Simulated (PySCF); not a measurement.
# Pb(CH3)I: other functionals and bases at one geometry

How far do other levels of theory move the description of Pb(CH3)I, and what does each cost? The species was built from a template and needn't be a known compound.

Computed with PySCF 2.14.0. Level: several levels, as the steps say, no spin–orbit coupling.

3 further runs of the same task are left out: 2 for a known fault of the program, 1 that didn't finish.

### 1 The starting structure

6 atoms, charge 0, spin multiplicity 1.

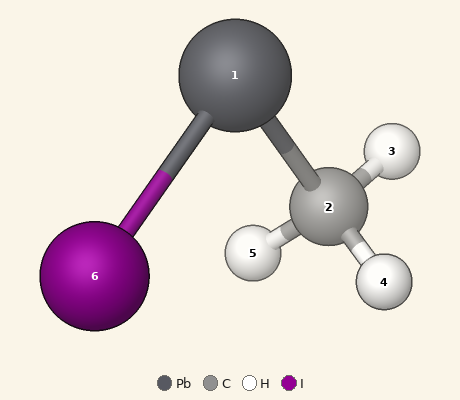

The geometry (lead dark grey, carbon grey, hydrogen white, iodine purple); atoms are numbered from 1 in the order of the file.

Coordinates:

```
Pb    1.04746    0.00000   -0.98914
C     2.86154    0.00000    0.47365
H     3.82108    0.00000   -0.08324
H     2.80350    0.89838    1.12261
H     2.80350   -0.89838    1.12261
I    -0.93955    0.00000    1.08693
```

Formal oxidation states: Pb +2. An earlier session relaxed this geometry at BP86, Pb def2-SVP with ECP60, C def2-SVP, H def2-SVP, I def2-SVP with ECP28 (singlet, point group Cs).

At BP86 on the finer grid: E = -530.784715 Eh, HOMO -5.55 eV, LUMO -3.65 eV, Mulliken charge on Pb1 +0.46 e, largest force component 0.034 eV/Å. 

Levels to run: revPBE; wB97X; HF; PBE; BP86, TZVP; BP86, x2c-SVP. Hardware: 2 threads of Arm Neoverse V2, shared host.

### 2 revPBE

run.py (the lines that set the calculation) reads:

```python
mol = gto.M(atom='''
Pb     1.04746     0.00000    -0.98914
C      2.86154     0.00000     0.47365
H      3.82108     0.00000    -0.08324
H      2.80350     0.89838     1.12261
H      2.80350    -0.89838     1.12261
I     -0.93955     0.00000     1.08693''',
    basis={'Pb': 'def2-SVP', 'C': 'def2-SVP', 'H': 'def2-SVP', 'I': 'def2-SVP'},
    ecp={'Pb': 'def2-SVP', 'I': 'def2-SVP'},
    charge=0, spin=0)
mf = dft.RKS(mol, xc='PBE_R,PBE')
mf.grids.atom_grid = (75, 302)
mf = mf.density_fit()  # fitting sets: Pb def2-universal-JKFIT, C def2-universal-JKFIT, H def2-universal-JKFIT, I def2-universal-JKFIT
mf.conv_tol = 1e-08; mf.max_cycle = 55
mf.kernel(dm0)  # dm0: the density of the relaxed state
```

On the command line:

```sh
$ OMP_NUM_THREADS=2 python run.py
```

Output:

```text
init E= -530.60732315878
  HOMO = -0.197965513754349  LUMO = -0.124862043594494  gap/eV = 1.98925
cycle= 1 E= -530.607496477561  delta_E= -0.000173  |g|= 0.00981  |ddm|= 0.0874
  HOMO = -0.197077372722179  LUMO = -0.12629178995237  gap/eV = 1.92617
cycle= 2 E= -530.607384616541  delta_E= 0.000112  |g|= 0.0174  |ddm|= 0.0482
  HOMO = -0.197715056710729  LUMO = -0.125243095059979  gap/eV = 1.97206
cycle= 3 E= -530.60752945898  delta_E= -0.000145  |g|= 0.00403  |ddm|= 0.0391
  HOMO = -0.197660770226285  LUMO = -0.125401089265788  gap/eV = 1.96629
cycle= 4 E= -530.607536149848  delta_E= -6.69e-06  |g|= 0.000345  |ddm|= 0.00786
  HOMO = -0.1976418363175  LUMO = -0.12539476873228  gap/eV = 1.96594
cycle= 5 E= -530.607536176858  delta_E= -2.7e-08  |g|= 0.000228  |ddm|= 0.000758
  HOMO = -0.197651242828439  LUMO = -0.125392651457265  gap/eV = 1.96626
cycle= 6 E= -530.607536192926  delta_E= -1.61e-08  |g|= 3.53e-05  |ddm|= 0.000291
  HOMO = -0.197651105311344  LUMO = -0.125393416253168  gap/eV = 1.96623
cycle= 7 E= -530.607536193364  delta_E= -4.37e-10  |g|= 4.56e-06  |ddm|= 5.38e-05
  HOMO = -0.197650636091328  LUMO = -0.125393339515266  gap/eV = 1.96622
Extra cycle  E= -530.607536193361  delta_E= 2.96e-12  |g|= 4.61e-06  |ddm|= 1.37e-05
converged SCF energy = -530.607536193361
```

Wall time 3.3 s (2 threads of Arm Neoverse V2, shared host).

Result: E = -530.607536 Eh, HOMO -5.38 eV, LUMO -3.41 eV, Mulliken charge on Pb1 +0.48 e, largest force component 0.101 eV/Å. 

### 3 wB97X

run.py (the lines that set the calculation), as its differences from that of step 2:

```diff
@@ -10,3 +10,3 @@
     charge=0, spin=0)
-mf = dft.RKS(mol, xc='PBE_R,PBE')
+mf = dft.RKS(mol, xc='WB97X')
 mf.grids.atom_grid = (75, 302)
```

On the command line:

```sh
$ OMP_NUM_THREADS=2 python run.py
```

Output:

```text
init E= -530.552898645215
  HOMO = -0.3092692842453  LUMO = -0.0353001936659822  gap/eV = 7.45508
cycle= 1 E= -530.560700811589  delta_E= -0.0078  |g|= 0.0315  |ddm|= 0.344
  HOMO = -0.312961682540823  LUMO = -0.0426311638640282  gap/eV = 7.35607
cycle= 2 E= -530.561272886548  delta_E= -0.000572  |g|= 0.0126  |ddm|= 0.0946
  HOMO = -0.313258923065741  LUMO = -0.0404731952350268  gap/eV = 7.42288
cycle= 3 E= -530.561364524634  delta_E= -9.16e-05  |g|= 0.00646  |ddm|= 0.0311
  HOMO = -0.313373827485503  LUMO = -0.0410215966637644  gap/eV = 7.41108
cycle= 4 E= -530.561393356578  delta_E= -2.88e-05  |g|= 0.00136  |ddm|= 0.0188
  HOMO = -0.313322092652099  LUMO = -0.041012312111107  gap/eV = 7.40993
cycle= 5 E= -530.561397600505  delta_E= -4.24e-06  |g|= 0.000704  |ddm|= 0.00741
  HOMO = -0.313331500099373  LUMO = -0.040930717431678  gap/eV = 7.41240
cycle= 6 E= -530.561398241099  delta_E= -6.41e-07  |g|= 0.000253  |ddm|= 0.00271
  HOMO = -0.31330641356654  LUMO = -0.0409151477652632  gap/eV = 7.41214
cycle= 7 E= -530.561398325941  delta_E= -8.48e-08  |g|= 6.13e-05  |ddm|= 0.00112
  HOMO = -0.31331484408164  LUMO = -0.0409217984633763  gap/eV = 7.41219
cycle= 8 E= -530.561398330372  delta_E= -4.43e-09  |g|= 1.45e-05  |ddm|= 0.00028
  HOMO = -0.313312307726642  LUMO = -0.040921207001773  gap/eV = 7.41214
Extra cycle  E= -530.561398330527  delta_E= -1.55e-10  |g|= 7.4e-06  |ddm|= 4.71e-05
converged SCF energy = -530.561398330527
```

Wall time 3.7 s (2 threads of Arm Neoverse V2, shared host).

It gives: E = -530.561398 Eh, HOMO -8.53 eV, LUMO -1.11 eV, Mulliken charge on Pb1 +0.56 e, largest force component 0.429 eV/Å. 

### 4 HF

run.py (the lines that set the calculation), as its differences from that of step 3:

```diff
@@ -10,4 +10,3 @@
     charge=0, spin=0)
-mf = dft.RKS(mol, xc='WB97X')
-mf.grids.atom_grid = (75, 302)
+mf = scf.RHF(mol)
 mf = mf.density_fit()  # fitting sets: Pb def2-universal-JKFIT, C def2-universal-JKFIT, H def2-universal-JKFIT, I def2-universal-JKFIT
```

On the command line:

```sh
$ OMP_NUM_THREADS=2 python run.py
```

Output:

```text
init E= -528.080147614087
  HOMO = -0.3012558820986  LUMO = 0.00206879265888027  gap/eV = 8.25388
cycle= 1 E= -528.111812046934  delta_E= -0.0317  |g|= 0.0719  |ddm|= 0.73
  HOMO = -0.316461260187653  LUMO = -0.0106547117008695  gap/eV = 8.32142
cycle= 2 E= -528.114106548813  delta_E= -0.00229  |g|= 0.0238  |ddm|= 0.171
  HOMO = -0.315214966600053  LUMO = -0.00841103808675747  gap/eV = 8.34856
cycle= 3 E= -528.114409522843  delta_E= -0.000303  |g|= 0.011  |ddm|= 0.0597
  HOMO = -0.316603607137608  LUMO = -0.00926369545957684  gap/eV = 8.36314
cycle= 4 E= -528.114479599726  delta_E= -7.01e-05  |g|= 0.00219  |ddm|= 0.0269
  HOMO = -0.316568165464195  LUMO = -0.00932239569446658  gap/eV = 8.36058
cycle= 5 E= -528.114487949318  delta_E= -8.35e-06  |g|= 0.000962  |ddm|= 0.0103
  HOMO = -0.316535577201762  LUMO = -0.00914006566443426  gap/eV = 8.36466
cycle= 6 E= -528.114489173427  delta_E= -1.22e-06  |g|= 0.000299  |ddm|= 0.0038
  HOMO = -0.316512150792452  LUMO = -0.00912426967529711  gap/eV = 8.36445
cycle= 7 E= -528.114489338491  delta_E= -1.65e-07  |g|= 6.27e-05  |ddm|= 0.00165
  HOMO = -0.316515489977856  LUMO = -0.00912607144129751  gap/eV = 8.36449
cycle= 8 E= -528.114489343287  delta_E= -4.8e-09  |g|= 1.93e-05  |ddm|= 0.000255
  HOMO = -0.316513479103067  LUMO = -0.00912486821612468  gap/eV = 8.36447
Extra cycle  E= -528.114489343615  delta_E= -3.28e-10  |g|= 8.58e-06  |ddm|= 4.98e-05
converged SCF energy = -528.114489343615
```

It took 1.5 s on 2 threads of Arm Neoverse V2, shared host.

Read off: E = -528.114489 Eh, HOMO -8.61 eV, LUMO -0.25 eV, Mulliken charge on Pb1 +0.69 e, largest force component 0.532 eV/Å. 

### 5 PBE

run.py (the lines that set the calculation), as its differences from that of step 4:

```diff
@@ -10,3 +10,4 @@
     charge=0, spin=0)
-mf = scf.RHF(mol)
+mf = dft.RKS(mol, xc='PBE')
+mf.grids.atom_grid = (75, 302)
 mf = mf.density_fit()  # fitting sets: Pb def2-universal-JKFIT, C def2-universal-JKFIT, H def2-universal-JKFIT, I def2-universal-JKFIT
```

On the command line:

```sh
$ OMP_NUM_THREADS=2 python run.py
```

Output:

```text
init E= -530.456689093694
  HOMO = -0.199394389514133  LUMO = -0.128486592439232  gap/eV = 1.92950
cycle= 1 E= -530.456761520956  delta_E= -7.24e-05  |g|= 0.00636  |ddm|= 0.062
  HOMO = -0.199261901857467  LUMO = -0.129038086267057  gap/eV = 1.91089
cycle= 2 E= -530.456708369004  delta_E= 5.32e-05  |g|= 0.0143  |ddm|= 0.0263
  HOMO = -0.199677458503142  LUMO = -0.129024119949221  gap/eV = 1.92258
cycle= 3 E= -530.456774779953  delta_E= -6.64e-05  |g|= 0.000618  |ddm|= 0.0177
  HOMO = -0.199624337572034  LUMO = -0.128927489632774  gap/eV = 1.92376
cycle= 4 E= -530.456774881778  delta_E= -1.02e-07  |g|= 0.000328  |ddm|= 0.00186
  HOMO = -0.199606724609641  LUMO = -0.12895153601651  gap/eV = 1.92263
cycle= 5 E= -530.456774915569  delta_E= -3.38e-08  |g|= 0.000217  |ddm|= 0.00102
  HOMO = -0.199613246170667  LUMO = -0.128939872008212  gap/eV = 1.92312
cycle= 6 E= -530.456774936287  delta_E= -2.07e-08  |g|= 2.57e-05  |ddm|= 0.000428
  HOMO = -0.1996140893804  LUMO = -0.128942145781842  gap/eV = 1.92308
cycle= 7 E= -530.456774936619  delta_E= -3.32e-10  |g|= 3.83e-06  |ddm|= 4.6e-05
  HOMO = -0.199613777625764  LUMO = -0.128941972191306  gap/eV = 1.92308
Extra cycle  E= -530.456774936606  delta_E= 1.28e-11  |g|= 6.67e-06  |ddm|= 1.77e-05
converged SCF energy = -530.456774936606
```

Wall time 3.2 s (2 threads of Arm Neoverse V2, shared host).

Read off: E = -530.456775 Eh, HOMO -5.43 eV, LUMO -3.51 eV, Mulliken charge on Pb1 +0.46 e, largest force component 0.064 eV/Å. 

### 6 BP86, TZVP

Basis: Pb def2-TZVP with ECP60, C def2-TZVP, H def2-TZVP, I def2-TZVP with ECP28. 

run.py (the lines that set the calculation) reads:

```python
mol = gto.M(atom='''
Pb     1.04746     0.00000    -0.98914
C      2.86154     0.00000     0.47365
H      3.82108     0.00000    -0.08324
H      2.80350     0.89838     1.12261
H      2.80350    -0.89838     1.12261
I     -0.93955     0.00000     1.08693''',
    basis={'Pb': 'def2-TZVP', 'C': 'def2-TZVP', 'H': 'def2-TZVP', 'I': 'def2-TZVP'},
    ecp={'Pb': 'def2-TZVP', 'I': 'def2-TZVP'},
    charge=0, spin=0)
mf = dft.RKS(mol, xc='B88,P86')
mf.grids.atom_grid = (75, 302)
mf = mf.density_fit()  # fitting sets: Pb def2-universal-JKFIT, C def2-universal-JKFIT, H def2-universal-JKFIT, I def2-universal-JKFIT
mf.conv_tol = 1e-08; mf.max_cycle = 55
mf.kernel(dm0)  # dm0: free metal ions and neutral atoms
```

On the command line:

```sh
$ OMP_NUM_THREADS=2 python run.py
```

Output:

```text
init E= -534.545478556949
  HOMO = -0.114343585172472  LUMO = -0.0302694187488708  gap/eV = 2.28777
cycle= 1 E= -524.292000965108  delta_E= 10.3  |g|= 4.02  |ddm|=  6.1
  HOMO = -0.511722507595323  LUMO = -0.492973153859355  gap/eV = 0.51020
cycle= 2 E= -393.467278262979  delta_E=  131  |g|= 16.2  |ddm|= 20.7
  HOMO = -0.281643548236216  LUMO = -0.27599582023428  gap/eV = 0.15368
cycle= 3 E= -520.76044369566  delta_E= -127  |g|= 5.55  |ddm|= 15.1
  HOMO = -0.173021648710741  LUMO = -0.0258166295075836  gap/eV = 4.00565
cycle= 4 E= -529.936278725955  delta_E= -9.18  |g|= 1.76  |ddm|= 5.47
  HOMO = -0.0774698084765778  LUMO = -0.0740858735035075  gap/eV = 0.09208
cycle= 5 E= -529.205933033452  delta_E= 0.73  |g|= 1.92  |ddm|= 3.48
  HOMO = -0.20228384031636  LUMO = -0.0915927367618821  gap/eV = 3.01206
cycle= 6 E= -530.783451931567  delta_E= -1.58  |g|=  0.4  |ddm|=  2.4
  HOMO = -0.188692592338219  LUMO = -0.150024634180664  gap/eV = 1.05221
cycle= 7 E= -530.726326247643  delta_E= 0.0571  |g|= 0.543  |ddm|= 1.47
  HOMO = -0.205293238103058  LUMO = -0.135859364754157  gap/eV = 1.88939
cycle= 8 E= -530.848274708331  delta_E= -0.122  |g|= 0.0686  |ddm|= 0.721
  HOMO = -0.207987768938462  LUMO = -0.13807230149818  gap/eV = 1.90250
cycle= 9 E= -530.849008525882  delta_E= -0.000734  |g|= 0.0543  |ddm|= 0.0945
  HOMO = -0.207506314243629  LUMO = -0.136040981403402  gap/eV = 1.94467
cycle= 10 E= -530.849605087048  delta_E= -0.000597  |g|= 0.00649  |ddm|= 0.049
  HOMO = -0.20764456270377  LUMO = -0.135819855117436  gap/eV = 1.95445
cycle= 11 E= -530.849611546429  delta_E= -6.46e-06  |g|= 0.00251  |ddm|= 0.0101
  HOMO = -0.207587400493541  LUMO = -0.135953493212348  gap/eV = 1.94926
cycle= 12 E= -530.849613833763  delta_E= -2.29e-06  |g|= 0.000422  |ddm|= 0.00411
  HOMO = -0.207600531943985  LUMO = -0.135938785069706  gap/eV = 1.95002
cycle= 13 E= -530.849613868373  delta_E= -3.46e-08  |g|= 0.000128  |ddm|= 0.000502
  HOMO = -0.207598889530992  LUMO = -0.13594169927743  gap/eV = 1.94989
cycle= 14 E= -530.849613872889  delta_E= -4.52e-09  |g|= 2.05e-05  |ddm|= 0.000141
  HOMO = -0.207599061252193  LUMO = -0.135942763482703  gap/eV = 1.94987
Extra cycle  E= -530.849613872759  delta_E= 1.3e-10  |g|= 3.01e-05  |ddm|= 5e-05
converged SCF energy = -530.849613872759
```

Run time: 11 s. Hardware: 2 threads of Arm Neoverse V2, shared host.

Read off: E = -530.849614 Eh, HOMO -5.65 eV, LUMO -3.70 eV, Mulliken charge on Pb1 +0.58 e, largest force component 0.276 eV/Å. 

### 7 BP86, x2c-SVP

Basis: Pb x2c-SVPall, C x2c-SVPall, H x2c-SVPall, I x2c-SVPall. All electrons are treated, with the spin-free X2C Hamiltonian.

run.py (the lines that set the calculation) reads:

```python
mol = gto.M(atom='''
Pb     1.04746     0.00000    -0.98914
C      2.86154     0.00000     0.47365
H      3.82108     0.00000    -0.08324
H      2.80350     0.89838     1.12261
H      2.80350    -0.89838     1.12261
I     -0.93955     0.00000     1.08693''',
    basis={'Pb': 'x2c-SVPall', 'C': 'x2c-SVPall', 'H': 'x2c-SVPall', 'I': 'x2c-SVPall'},
    nucmod='G',
    charge=0, spin=0)
mf = dft.RKS(mol, xc='B88,P86')
mf.grids.atom_grid = (99, 590)
mf = mf.density_fit()  # fitting sets: Pb AutoAux, C AutoAux, H AutoAux, I AutoAux
mf = mf.sfx2c1e()
mf.conv_tol = 1e-08; mf.max_cycle = 55
mf.kernel(dm0)  # dm0: free metal ions and neutral atoms
```

On the command line:

```sh
$ OMP_NUM_THREADS=2 python run.py
```

Output:

```text
init E= -28181.032909386
  HOMO = -0.0693610660416071  LUMO = -0.00475686551687815  gap/eV = 1.75797
cycle= 1 E= -28031.6106952142  delta_E=  149  |g|= 7.43  |ddm|= 9.85
  HOMO = -0.122756809449776  LUMO = 0.0465754709814794  gap/eV = 4.60777
cycle= 2 E= -27952.7943696089  delta_E= 78.8  |g|=  7.4  |ddm|= 36.8
  HOMO = -0.712360022707957  LUMO = -0.704982335017342  gap/eV = 0.20076
cycle= 3 E= -27990.1679936125  delta_E= -37.4  |g|= 9.13  |ddm|= 38.9
  HOMO = -0.374956137212298  LUMO = -0.358426129746881  gap/eV = 0.44980
cycle= 4 E= -28027.3223451554  delta_E= -37.2  |g|= 5.22  |ddm|= 10.3
  HOMO = -0.255236085568902  LUMO = -0.222133110112165  gap/eV = 0.90078
cycle= 5 E= -28035.8828617124  delta_E= -8.56  |g|= 3.37  |ddm|= 11.9
  HOMO = -0.0885304300927992  LUMO = -0.0734789565947107  gap/eV = 0.40957
cycle= 6 E= -28040.4046105536  delta_E= -4.52  |g|= 2.41  |ddm|= 5.03
  HOMO = -0.191490149622113  LUMO = -0.151890724428875  gap/eV = 1.07756
cycle= 7 E= -28042.2020342373  delta_E= -1.8  |g|= 1.42  |ddm|= 3.27
  HOMO = -0.0826572100594136  LUMO = -0.0719519853029604  gap/eV = 0.29130
cycle= 8 E= -28039.2678244809  delta_E= 2.93  |g|= 2.52  |ddm|= 4.37
cycle= 9 E= -28041.2291862881  delta_E= -1.96  |g|= 1.69  |ddm|= 4.21
  HOMO = -0.217439862740715  LUMO = -0.10487045601191  gap/eV = 3.06317
cycle= 10 E= -28042.7224898765  delta_E= -1.49  |g|= 0.286  |ddm|=  3.4
  HOMO = -0.190685388470428  LUMO = -0.146198739369826  gap/eV = 1.21054
cycle= 11 E= -28042.6677961273  delta_E= 0.0547  |g|= 0.44  |ddm|= 1.27
  HOMO = -0.19996422192593  LUMO = -0.134646223976832  gap/eV = 1.77739
cycle= 12 E= -28042.7564750141  delta_E= -0.0887  |g|= 0.0283  |ddm|= 0.78
  HOMO = -0.20153016521185  LUMO = -0.133183466681399  gap/eV = 1.85981
cycle= 13 E= -28042.7566672863  delta_E= -0.000192  |g|= 0.0193  |ddm|= 0.0645
  HOMO = -0.202388687999159  LUMO = -0.13323425166989  gap/eV = 1.88179
cycle= 14 E= -28042.7568430996  delta_E= -0.000176  |g|= 0.00526  |ddm|= 0.0442
  HOMO = -0.202355024194299  LUMO = -0.133130070349717  gap/eV = 1.88371
cycle= 15 E= -28042.7568486815  delta_E= -5.58e-06  |g|= 0.000907  |ddm|= 0.0072
  HOMO = -0.2023969804974  LUMO = -0.133083805591978  gap/eV = 1.88611
cycle= 16 E= -28042.7568490556  delta_E= -3.74e-07  |g|= 0.000228  |ddm|= 0.00203
  HOMO = -0.202402857952353  LUMO = -0.133080738434614  gap/eV = 1.88635
cycle= 17 E= -28042.7568490715  delta_E= -1.59e-08  |g|= 4.11e-05  |ddm|= 0.000389
  HOMO = -0.202407436880236  LUMO = -0.133085465035195  gap/eV = 1.88635
cycle= 18 E= -28042.756849048  delta_E= 2.35e-08  |g|= 2.62e-05  |ddm|= 9.58e-05
  HOMO = -0.202404871560856  LUMO = -0.133083284450275  gap/eV = 1.88634
cycle= 19 E= -28042.7568490482  delta_E= -1.38e-10  |g|= 1.3e-06  |ddm|= 4.14e-05
  HOMO = -0.202404818019709  LUMO = -0.133083320323214  gap/eV = 1.88633
Extra cycle  E= -28042.7568490482  delta_E= -2.18e-11  |g|= 1.78e-06  |ddm|= 4.68e-06
converged SCF energy = -28042.7568490482
```

Run time: 33 s. Hardware: 2 threads of Arm Neoverse V2, shared host.

Result: E = -28042.756849 Eh, HOMO -5.51 eV, LUMO -3.62 eV, Mulliken charge on Pb1 +0.49 e, largest force component 0.438 eV/Å. 

### 8 All levels side by side

| level | state | HOMO (eV) | gap (eV) | charge on Pb1 (e) | dipole (D) | largest force (eV/Å) | basis functions | time |
| --- | --- | --- | --- | --- | --- | --- | --- | --- |
| BP86 (relaxed here) | singlet | -5.55 | 1.90 | 0.46 | 3.48 | 0.03 | 81 | 6.3 s |
| revPBE | singlet | -5.38 | 1.97 | 0.48 | 3.54 | 0.10 | 81 | 3.3 s |
| wB97X | singlet | -8.53 | 7.41 | 0.56 | 4.17 | 0.43 | 81 | 3.7 s |
| HF | singlet | -8.61 | 8.36 | 0.69 | 4.63 | 0.53 | 81 | 1.5 s |
| PBE | singlet | -5.43 | 1.92 | 0.46 | 3.46 | 0.06 | 81 | 3.2 s |
| BP86, TZVP | singlet | -5.65 | 1.95 | 0.58 | 3.52 | 0.28 | 149 | 11 s |
| BP86, x2c-SVP | singlet | -5.51 | 1.89 | 0.49 | 3.21 | 0.44 | 127 | 33 s |

Times are on 2 threads of Arm Neoverse V2, shared host; the first row also made further properties.

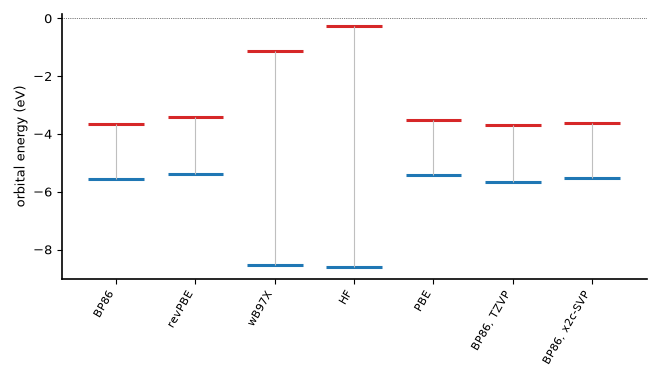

Highest filled and lowest empty level, method by method.

In one basis the HOMO–LUMO gap runs from 1.90 eV (BP86) to 8.36 eV (HF). The largest leftover force, 0.53 eV/Å with HF, stands at a geometry relaxed at another level. The Mulliken charge on Pb spans +0.46 to +0.69 e over the levels. Total energies of different levels can't be compared. Spin–orbit coupling is left out throughout.
